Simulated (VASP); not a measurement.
Band structure of FePt (L1_0). Method: vdW-DF2, VASP's PBE PAW potentials (set 64) (plane waves; VASP).

Unless said otherwise, spin-orbit coupling is left out, though it shifts the bands of the heavy elements here.

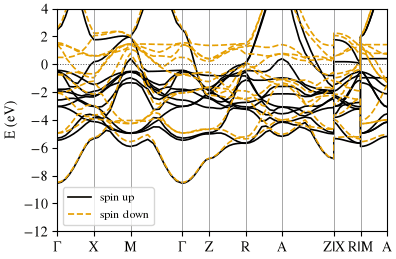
*Bands along high-symmetry lines, zero at the valence-band maximum or, without a gap, the Fermi level*

Q: Read the plot: is there a gap, and where are the band edges?

A: It has no gap at this level: it comes out as a metal or semimetal. (Edges off the drawn lines would not show.)

The compound is FePt in the L1_0 structure. It was relaxed first, which changed the volume by +11 %.
